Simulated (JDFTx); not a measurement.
Cd(0001) slab cut from bulk Cd (space group P6_3/mmc, indices of the conventional cell, lattice of the Materials Project entry mp-94, not re-optimised): 4 atoms in 4 planes, a 1x1 cell of 7.58 Å² (|a| = 2.958, |b| = 2.958 Å), 8.9 Å between the outermost planes, cell height 24.8 Å, 8×8×1 k mesh, Fermi smearing 0.01 Ha, no spin polarisation.

Method: PBE, GBRV ultrasoft potentials, plane waves to 20/100 Ha, in a modified build of JDFTx. Liquid on both sides: CANDLE, water, 1 M NaCl; nuclei fixed. Potentials are on the SHE scale by the convention U = −μ/e − 4.44 V; references calibrated for a solvation model differ from this value.

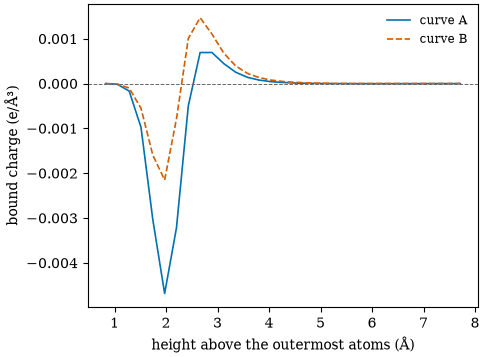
Figure. Plane-averaged bound charge of the liquid for two states of the electrode

Task: One curve is the neutral slab. Which, and what is the sign of the other's charge?

Result: Curve B is neutral (potential of zero charge, -0.99 V). Curve A is positively charged, 3.8 μC/cm² at -0.70 V.
